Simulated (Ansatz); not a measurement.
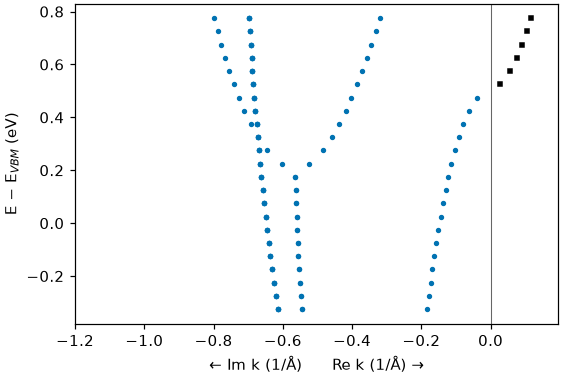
*Complex bands at the centre of the two-dimensional zone; PBEsol (Ansatz, a quantum-chemistry and plane-wave program)*

The gap is the functional's own, uncorrected, and κ follows it; spin-orbit coupling is left out. Mid-gap values are interpolated between the computed energies.

Q: This is AgBr (Fm-3m, rock salt, 2 atoms a cell, 24.2 Å³ an atom, -3 GPa at this level) along the normal of (001). Read off the slowest decay at the centre of the two-dimensional zone at 0.28 eV, the computed energy nearest the middle of the gap.

A: κ ≈ 0.10 1/Å, a decay length 1/(2κ) of the density of 4.8 Å.
